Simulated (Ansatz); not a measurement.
# C$_{12}$H$_{27}$N: molecular dynamics (part 2 of 2)

C$_{12}$H$_{27}$N (disordered cell, 40 atoms in the cell); DFT r2SCAN-D3(BJ), scalar-relativistic, plane waves, PAW, no spin polarisation (Ansatz 0.2.0); cutoff 500 eV, 1×1×1 k-mesh, Fermi–Dirac smearing of 0.02 eV. It belongs to a series of runs on one base structure; here: dynamics from the last frame of the run before.

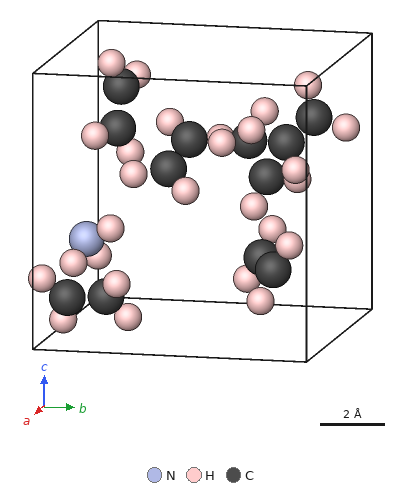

*The geometry at step 35 of the log (spheres-only view of the cell of the calculation, seen slightly off an axis).*

The program's output, continued:
```
md step    27: t =    13.50 fs  T =   601.8 K  F+E_penalty+E_count = -3834.59841228 eV  E_kin = 3.033966 eV  conserved = -3831.60052593 eV  (4 SCF iters)
md step    28: t =    14.00 fs  T =   621.2 K  F+E_penalty+E_count = -3834.69658563 eV  E_kin = 3.131669 eV  conserved = -3831.60407017 eV  (4 SCF iters)
md step    29: t =    14.50 fs  T =   631.9 K  F+E_penalty+E_count = -3834.74876675 eV  E_kin = 3.185408 eV  conserved = -3831.60574067 eV  (4 SCF iters)
md step    30: t =    15.00 fs  T =   629.3 K  F+E_penalty+E_count = -3834.73115535 eV  E_kin = 3.172264 eV  conserved = -3831.60459512 eV  (8 SCF iters)
md step    31: t =    15.50 fs  T =   616.7 K  F+E_penalty+E_count = -3834.66151843 eV  E_kin = 3.109021 eV  conserved = -3831.60155576 eV  (4 SCF iters)
md step    32: t =    16.00 fs  T =   602.8 K  F+E_penalty+E_count = -3834.58522669 eV  E_kin = 3.038844 eV  conserved = -3831.59880823 eV  (4 SCF iters)
md step    33: t =    16.50 fs  T =   595.2 K  F+E_penalty+E_count = -3834.54270394 eV  E_kin = 3.000328 eV  conserved = -3831.59820154 eV  (4 SCF iters)
md step    34: t =    17.00 fs  T =   595.5 K  F+E_penalty+E_count = -3834.54236964 eV  E_kin = 3.001996 eV  conserved = -3831.59967779 eV  (4 SCF iters)
md step    35: t =    17.50 fs  T =   599.6 K  F+E_penalty+E_count = -3834.56110890 eV  E_kin = 3.022481 eV  conserved = -3831.60152366 eV  (4 SCF iters)
md step    36: t =    18.00 fs  T =   601.7 K  F+E_penalty+E_count = -3834.56878047 eV  E_kin = 3.033195 eV  conserved = -3831.60218967 eV  (4 SCF iters)
md step    37: t =    18.50 fs  T =   599.2 K  F+E_penalty+E_count = -3834.55154270 eV  E_kin = 3.020502 eV  conserved = -3831.60145013 eV  (4 SCF iters)
md step    38: t =    19.00 fs  T =   593.3 K  F+E_penalty+E_count = -3834.51668305 eV  E_kin = 2.990907 eV  conserved = -3831.60006250 eV  (4 SCF iters)
md step    39: t =    19.50 fs  T =   587.5 K  F+E_penalty+E_count = -3834.48236592 eV  E_kin = 2.961623 eV  conserved = -3831.59897257 eV  (4 SCF iters)
automatic band count: iteration 1 solves 46 bands in place of 80: the levels show a gap, and the empty bands left out lie too high to hold charge; the band table lists the bands solved (type scf.n_extra_bands for more)
preconditioner: auto → Resta (q_TF=auto, 1.905 Å⁻¹)  ε∞=2.3  [insulator: Δε(μ)=5.294 eV  Ē_g=11.298 eV  σ=0.020 eV  W_gap=1.00  n_scr=80 (ndim 8)  ℏωp=12.6 eV  f_vac=0.389  D(μ)=0.00/eV (n_scr^D=0)  ε∞_Penn≈2.3  vacuum switching on, ρ_ref=9.3e-3 e/Å³]
md step    40: t =    20.00 fs  T =   584.6 K  F+E_penalty+E_count = -3834.46351804 eV  E_kin = 2.946917 eV  conserved = -3831.59885334 eV  (8 SCF iters)
```

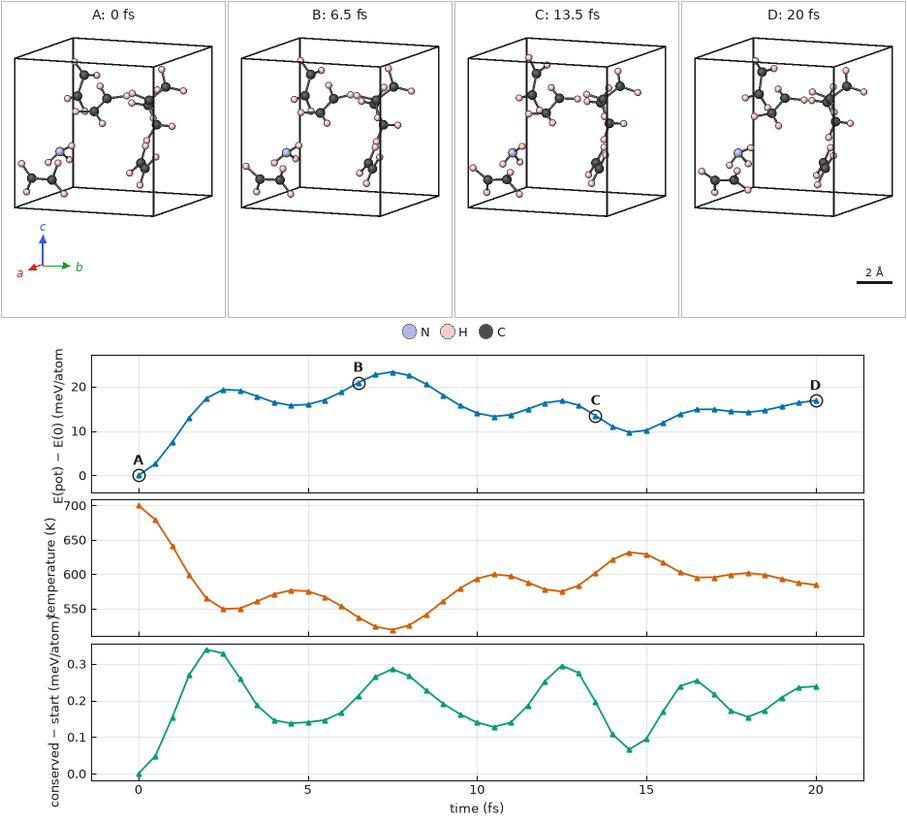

*Frames of the molecular dynamics (ball-and-stick, simulation cell, seen slightly off an axis) above the curves, on which the letters mark them.*

The trajectory kept here has 41 frames over 20 fs. The temperature starts at 700 K, ranges from 519 to 700 K and averages 599 K over the second half. The potential energy ends 16.8 meV/atom above its first value. The conserved quantity stays within 0.34 meV/atom. With the common drift removed, the root-mean-square displacement is 0.34 Å, and H32 has moved furthest (0.69 Å).

```
preconditioner: auto → Resta (q_TF=auto, 1.905 Å⁻¹)  ε∞=1.8  [insulator: Δε(μ)=5.321 eV  Ē_g=14.520 eV  σ=0.020 eV  W_gap=1.00  n_scr=80 (ndim 8)  ℏωp=12.6 eV  f_vac=0.388  D(μ)=0.00/eV (n_scr^D=0)  ε∞_Penn≈1.8  vacuum switching on, ρ_ref=1.5e-2 e/Å³]
Free energy (F): -3834.463518 eV
Harris-Foulkes:  -3834.463518 eV  (|F-HF|=5.11e-9)
Internal energy: -3834.463518 eV  (E = F + TS)
E sigma→0 (E₀):  -3834.463518 eV
Fermi energy:    -1.586592 eV
--- Per-component energies (eV) ---
  E_band       = -786.185665
  E_kinetic    = 1574.145801
  E_local      = -5180.916261  (includes V_loc(G=0)·N_el)
  E_nonlocal   = 417.943707
[...]
  E_hartree    = 1828.134068
  E_xc         = -860.436308
  E_vxc        = -1206.824371  (∫ρ·V_xc dr)
  E_paw        = -1355.347914  (= ΣΔE_a)
  E_vpaw       = -121.399149  (= ΣTr[D̂ρ^β])
  E_aug_tail   = -0.013060  (compensation charges beyond the density's cutoff)
  E_vtau       = 74.609307  (kinetic-family band-sum trace: ∫τ·v_τ [+ j·A + Jᵃ·Aᵃ] dr)
  E_ewald      = -257.098147
  E_disp       = -0.548553  (pairwise vdW)
  E_core_change = -0.326849  (= ΣΔE_core)
  E_smearing   = -0.000000  (= −TS)
  E_closure    = -0.000000  (closes the sum)
  Σ components = -3834.463518   (vs F -3834.463518, Δ=0.00e0)
--- Forces (eV/Å), atoms counted from 1 ---
  atom   1  N     -3.21136574     0.41223077    -1.97803341
  atom   2  H      1.18516399    -0.28673290    -0.21975348
  atom   3  H      1.18670047    -0.86520808     1.68324503
  atom   4  H      0.69644136     0.85931503     0.57030448
  atom   5  C      0.23898735     1.18262170    -4.02904373
  atom   6  C     -1.66596795    -0.68774144     1.06314748
  atom   7  H     -0.53019354     0.15534358     0.69393239
  atom   8  H      0.95556095    -0.82048291     2.51486435
  atom   9  H      0.51243991    -0.26597234     0.14639150
  atom  10  H      0.50147893     0.42803091    -0.42820019
  atom  11  C     -1.44491436    -1.11227278     0.00386552
  atom  12  C      0.09293273    -0.09693732    -1.33630296
  atom  13  H      0.22539815     0.68341269     0.80272056
  atom  14  H      0.57336549    -0.07000180    -0.53194111
  atom  15  H      0.49743259     0.28974652     0.71972272
  atom  16  H      0.15883541     0.15633812     0.33557633
  atom  17  C      0.63854397    -1.18477032     3.91559355
  atom  18  C     -0.36285968     0.79679547    -4.20750573
  atom  19  H     -0.73892637    -0.93181168    -0.95754335
  atom  20  H     -0.07297661     0.63510488     0.20401095
  atom  21  H      0.02190255    -0.39142197    -0.21334468
  atom  22  H      0.50709823     1.12467226     1.25166195
  atom  23  C     -2.55557572     2.00605363     0.29484159
  atom  24  C      2.88759000    -0.46041393    -3.05843972
  atom  25  H      0.30254325    -1.79627872     0.92664946
  atom  26  H     -0.03249006     0.69568711     0.41304432
  atom  27  H     -0.99236379    -1.34011257     1.01278241
  atom  28  H      0.36983977     0.86889807     0.39496050
  atom  29  C      1.34561315    -0.53641737     1.14114472
  atom  30  C     -0.89624412     3.00579439    -1.76313701
  atom  31  H     -0.58131307     1.14186705    -0.66672603
  atom  32  H     -1.69222817    -1.48767171    -1.19956222
  atom  33  H      0.98841551     0.07051278     1.43249674
  atom  34  H      0.88352285    -2.19161370     1.08607837
  atom  35  C     -2.29565471     1.41782101     1.42494078
  atom  36  C      1.19561455    -1.85213297     0.75337831
  atom  37  H      0.90733215     0.19171592    -0.97934257
  atom  38  H     -0.29242898     0.10067815     0.25931249
  atom  39  H      0.23035086     0.82623828    -1.08197885
  atom  40  H      0.26253417    -0.67098316    -0.39370404
  max |Σ_I F_I| component: 1.35e-4 eV/Å
--- MD trajectory: 40 steps, t = 0.0 → 20.0 fs ---
  final state: T = 584.6 K   F+E_penalty+E_count = -3834.46351804 eV   E_kin = 2.946917 eV
  conserved energy: peak-to-peak 1.357e-2 eV (3.394e-4 eV/atom) over 20.0 fs
settings of this run that can trade accuracy for cost: accuracy: low. Do not mix this run's numbers with those of runs without the same settings; the input reference describes each key
```

Trajectory as extended XYZ (Å, eV, eV/Å), 2 of the 41 frames kept, from step=0 to step=40:
```
40
Lattice="8.8378 0.0000 0.0000 0.0000 8.8378 0.0000 0.0000 0.0000 8.8378" Properties=species:S:1:pos:R:3:forces:R:3 step=0 time_fs=0.0 energy=-3835.13719 temperature=700.0
N     2.8787    0.3778    2.5274   -1.8005  -0.1819  -0.0172
H     3.5454   -0.0861    1.9472    0.6949   0.1960  -0.1028
H     2.0721    0.6271    1.9528    0.2684  -0.2318   0.1496
H     3.1611    1.2345    2.9581    0.7867   0.2320  -0.0166
C     0.7815    1.0362    6.8074   -0.4156  -0.2203  -2.5041
C     1.4265    0.8799    5.6463   -1.3820   1.2104  -0.3660
H    -0.2566    1.3865    6.6720    0.5252  -0.4383   1.1936
H     1.3112    0.6504    7.6403   -0.2988   0.3315   1.3387
H     0.9171    1.1346    4.6909    0.6355  -0.2013   0.6509
H     2.4621    0.6787    5.6280    0.9288  -0.6844  -0.2963
C     5.8578    7.0326    2.3220   -1.6279  -0.4533  -0.3518
C     4.7247    6.2965    2.4471    0.7279  -0.9396  -0.0014
H     6.4684    6.9717    1.4118   -0.0931   0.0347   0.5759
H     6.0636    7.8135    3.0674    0.1375  -0.4656  -0.4148
H     4.4017    5.4446    1.7545    0.6789   1.5041   0.7552
H     4.1385    6.3413    3.3773    0.1554   0.2157  -0.5401
C     0.9045    5.1502    5.2656   -0.5281  -1.2289   1.8558
C     1.2320    5.8294    4.2020    0.5359  -0.5106  -2.2889
H     0.8073    5.6990    6.2038   -0.0492  -0.3271   0.0326
H     0.7320    4.0313    5.3217    0.2291   1.5126  -0.2921
H     1.4504    6.9012    4.1985   -0.1599  -0.3565  -0.0331
H     1.3443    5.2478    3.2480   -0.0239   0.9478   0.7125
C     4.7434    4.1506    6.1395   -1.0677   1.8578   1.6118
C     5.8550    3.8063    5.5065    0.5399   1.2891  -0.7621
H     4.3955    5.2655    6.3157    0.7970  -2.2723  -0.9301
H     4.1358    3.4566    6.7538    0.5040   0.1956  -0.5870
H     6.4429    4.5694    4.9237   -0.5938  -0.8393   0.7397
H     6.2569    2.8046    5.5059   -0.1704  -0.2395  -0.0938
C     8.1463    2.0848    1.6714   -0.1754  -0.9964   2.8793
C     7.9860    0.7290    1.6748   -0.6830   2.6195  -2.4107
H     7.8847    2.7457    0.8465    0.1566  -0.2337   0.1695
H     8.3820    2.5702    2.7358   -0.1845  -0.7818  -2.6305
H     7.5521    0.2212    0.7766    0.7205   0.3478   0.8441
H     8.1952    0.1714    2.5319    0.2750  -0.8906   1.1396
C     5.7779    8.3174    7.2084   -0.5167   0.2989   0.7703
C     6.6444    7.6288    6.4975   -0.4508   0.8750  -0.9586
H     5.5536    7.9694    8.1922   -0.2627  -0.2071   0.6916
H     5.2346    9.2241    6.9566    0.3445  -0.0713  -0.4801
H     7.0450    6.7272    6.9088    0.4630  -0.3619  -0.1863
H     6.8601    7.9861    5.4900    0.3793  -0.5354   0.1538
40
Lattice="8.8378 0.0000 0.0000 0.0000 8.8378 0.0000 0.0000 0.0000 8.8378" Properties=species:S:1:pos:R:3:forces:R:3 step=40 time_fs=20.0 energy=-3834.46352 temperature=584.6
N     3.0608    0.3351    2.4357   -3.2113   0.4123  -1.9781
H     3.7769    0.0828    1.7951    1.1851  -0.2867  -0.2197
H     2.3084    0.6525    1.7146    1.1867  -0.8652   1.6833
H     3.2843    1.2206    2.8252    0.6964   0.8592   0.5703
C     0.8778    0.9258    6.9674    0.2390   1.1826  -4.0291
C     1.4493    0.9785    5.7361   -1.6659  -0.6877   1.0631
H    -0.1272    1.2629    7.0557   -0.5302   0.1554   0.6939
H     1.5578    0.7983    7.7168    0.9556  -0.8205   2.5149
H     0.8394    1.2649    4.8698    0.5125  -0.2660   0.1464
H     2.4111    0.5138    5.6214    0.5014   0.4281  -0.4282
C     5.8245    7.0293    2.2985   -1.4449  -1.1123   0.0039
C     4.6335    6.4170    2.4266    0.0929  -0.0970  -1.3363
H     6.3765    6.7748    1.3792    0.2254   0.6834   0.8027
H     6.1256    7.6793    3.1187    0.5734  -0.0700  -0.5319
H     4.2242    5.8065    1.5879    0.4974   0.2898   0.7197
H     3.9303    6.5579    3.2301    0.1588   0.1563   0.3356
C     0.9107    5.0784    5.4218    0.6385  -1.1848   3.9156
C     1.1516    5.7215    4.3440   -0.3629   0.7968  -4.2075
H     1.1904    5.5916    6.3948   -0.7389  -0.9318  -0.9575
H     0.6613    4.0068    5.4288   -0.0730   0.6351   0.2040
H     1.4414    6.7766    4.3396    0.0219  -0.3914  -0.2133
H     0.9361    5.1925    3.3498    0.5071   1.1247   1.2517
C     4.9437    4.0994    6.1585   -2.5556   2.0060   0.2948
C     5.8439    3.6408    5.3608    2.8876  -0.4604  -3.0585
H     4.7069    5.2208    6.0792    0.3025  -1.7962   0.9266
H     4.2379    3.3637    6.5541   -0.0325   0.6957   0.4131
H     6.5142    4.3543    4.7493   -0.9924  -1.3401   1.0128
H     5.8979    2.5548    5.1144    0.3698   0.8689   0.3950
C     8.1365    2.2157    1.6357    1.3456  -0.5364   1.1411
C     7.8811    0.8952    1.5068   -0.8962   3.0058  -1.7631
H     7.5993    2.8644    1.0107   -0.5813   1.1419  -0.6667
H     8.9353    2.7405    2.3222   -1.6922  -1.4877  -1.1996
H     7.1648    0.5705    0.6892    0.9884   0.0705   1.4325
H     8.4668    0.2891    2.0893    0.8835  -2.1916   1.0861
C     5.6669    8.3332    7.2027   -2.2957   1.4178   1.4249
C     6.5221    7.6187    6.5421    1.1956  -1.8521   0.7534
H     4.9742    7.9851    8.0210    0.9073   0.1917  -0.9794
H     5.5850    9.3793    6.9200   -0.2924   0.1007   0.2593
H     6.6799    6.5740    6.9091    0.2303   0.8262  -1.0820
H     7.1648    8.1626    5.8666    0.2625  -0.6710  -0.3937
```

Results in brief:

| quantity | value |
| --- | --- |
| outcome | finished |
| mean temperature over the second half | 599 K |
| trajectory | 40 steps, 20 fs |
| ensemble | nvt_nose_hoover |
| temperature in the input | 700.0 K |
| time step | 0.5 fs |
| electrons treated | 80 |
| potential energy (free energy of the electrons) (last step) | −3834.4635 eV |
| Fermi energy (last step) | −1.587 eV |
| largest force (length of the vector) (last step) | 4.298 eV/Å |
| hardware | 1 thread of Intel Xeon (Sapphire Rapids), 16 GiB of memory available, shared host |
| wall time | 11 min |
| peak memory | 1.3 GiB |

Remarks:

Notes on the run: the dispersion correction has no parameters fitted for this combination and takes those fitted for r2SCAN with other terms. The input asks for low accuracy. The k-point mesh is coarse for a cell of this size, so the results may not be converged. So short a trajectory is not equilibrated.
